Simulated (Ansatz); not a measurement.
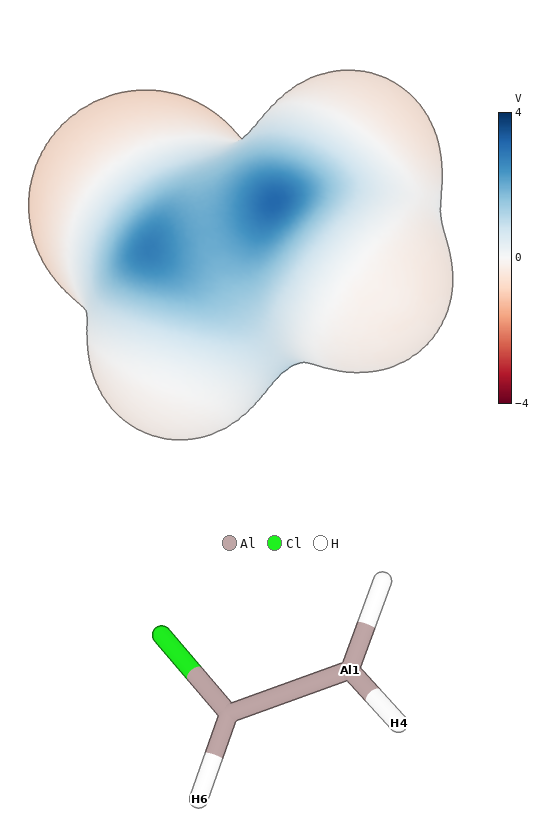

Figure 1: Al2ClH3 (SMILES [AlH2][AlH][Cl]). The electrostatic potential painted on the density surface at 0.001 e/bohr³, seen at a tilt; red is negative and blue positive. The bare structure is drawn below in the same view.

Not at a stationary point (largest force 1.8 eV/Å).

These are results of SCF lc_wpbe, Gaussian basis in Ansatz, not measurements.

The calculation's input:

```
crystal:
  periodic: [false, false, false]
  atoms:
    - { symbol: Al, position_ang: [-0.8272, 0.1924, -0.9255] }
    - { symbol: Al, position_ang: [0.8079, -0.3858, 0.7812] }
    - { symbol: Cl, position_ang: [1.3052, 1.0529, 2.366] }
    - { symbol: H, position_ang: [-1.1829, -0.7871, -2.0957] }
    - { symbol: H, position_ang: [-1.5746, 1.6642, -0.9023] }
    - { symbol: H, position_ang: [1.5137, -1.8007, 0.7301] }
basis:
  gaussian:
    orbitals: cc-pVDZ
hamiltonian:
  xc: lc_wpbe
output:
  orbitals: {}
  forces: true
```

Run with:

```sh
python run_methods.py
```

**Which sites attract a positive test charge, and which a negative one?**

A positive charge is drawn to the negative regions and a negative charge to the positive ones. The most negative region (about −0.7 V) lies over Cl3, the most positive (about +3.0 V) over Al1.
